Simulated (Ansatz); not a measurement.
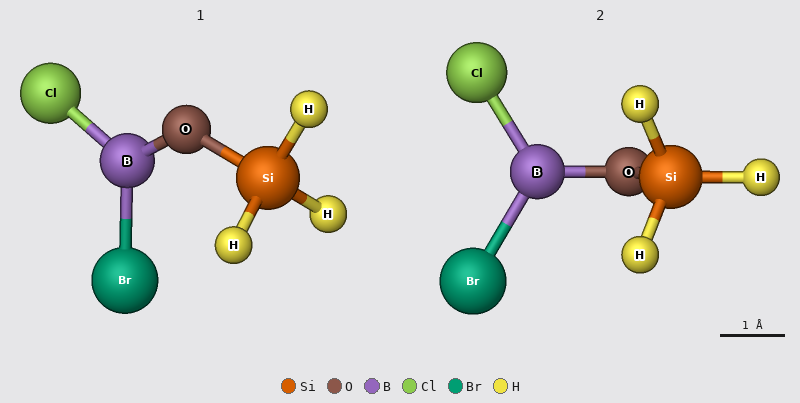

Two geometries of BSiH3OBrCl (coarse preliminary run), drawn at one scale. One is the start of a relaxation, the other its converged end. The picture is a ball-and-stick view, seen at a tilt.

Computed with Ansatz, RKS PBE-D4/def2-SVP. Settings: force threshold 0.03 eV/Å; at most 200 steps.

> Which geometry has the lower energy?

Structure 1 is the relaxed one. The start comes from a force field. The O atom moves most after the best rigid fit: 1.34 Å. Largest moves by element: O 1.34 Å, H 1.12 Å, Br 0.89 Å, Cl 0.88 Å, Si 0.25 Å, B 0.24 Å. Among the contacts that change: Br–Si 3.843 → 3.486 Å, B–O 1.461 → 1.343 Å, B–Cl 1.842 → 1.763 Å, B–Br 2.019 → 1.948 Å. Bond angles that change, for instance: Si–O–B 106.1° → 131.0°, H–Si–H 105.2° → 110.9°, O–Si–H 109.4° → 104.9°. Groups turn about O–Si by about 120°, B–O by about 90°. After 24 accepted moves (25 points after the start) the energy has fallen by 0.893 eV. Largest force component: 3.5 eV/Å at the start, 0.027 eV/Å at the end. The line search rejected the trial step at point 20 of the run. The forces were under the threshold at step 14, but the run went on from there. Cost: 40 s on 4 threads of Arm Neoverse V1, with other jobs on the host.
